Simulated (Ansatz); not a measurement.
```xyz
8

C     1.2321   -1.0239   -1.6711
C     0.6561    0.0960   -2.4834
N    -0.3857   -0.0634   -3.1891
H     2.2635   -1.2289   -1.9775
H     0.6292   -1.9232   -1.7983
H     1.2632   -0.7517   -0.6107
H     1.1986    1.0511   -2.4205
H    -0.6302    0.8042   -3.6708
```

Geometry: B3LYP-D3(BJ)/6-311G**.

These are results of isolated molecule in a Gaussian basis; Kohn-Sham density functional theory, functional PBE0 in Ansatz, not measurements.

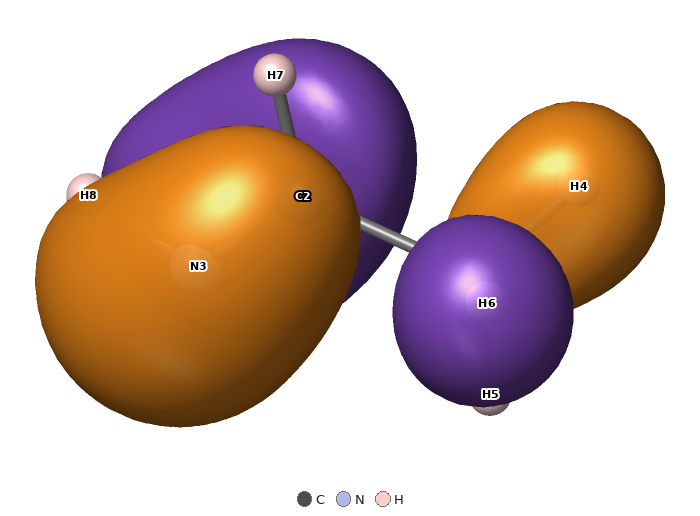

C2H5N (SMILES CC=N). The HOMO−1 at ±0.1 Å⁻³ᐟ² (orange and purple are the two phases), seen at a tilt.

What is the character of this orbital?

Answer. By Hirshfeld shares it lies mainly on N3 (about 50 %), C2 (about 30 %) and C1 (about 10 %); π-bonding across N3–C2. Its energy is −8.91 eV.
